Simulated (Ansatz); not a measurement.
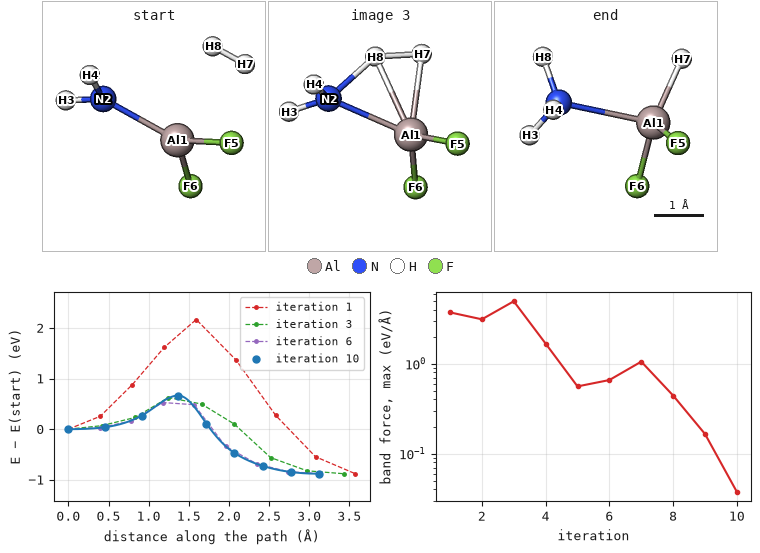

NEB run on AlNH$_{4}$F$_{2}$, made up at the start of AlNH₂F₂ and H2. Images are numbered from 0 (start) to 8 (end). The plot follows the band through its iterations. Style: ball-and-stick. Shown at a tilt.

Method: RKS B3LYP/def2-SVP (Ansatz 0.2.0). Run with 7 movable images; climbing image; force threshold 0.05 eV/Å; iteration limit 60; starting path through a guess of the saddle point.

> Did the band converge, and can the barrier be trusted?

The result is final at these settings. The band converged in 10 iterations. The largest component of the band force went from 3.7 to 0.037 eV/Å. The climbing image converged on the top of the path. Its vibrational analysis gives one imaginary mode (1183i cm⁻¹), as a transition state must have. The first iteration put the highest image at 2.17 eV. The energy climbs by 0.67 eV to image 3 and then falls by 1.54 eV, so the end point sits at −0.88 eV.

Limits of the set-up: the start holds two separate molecules, 2.3 Å apart at their closest, whose relative position is a soft coordinate and is computed without a dispersion correction.
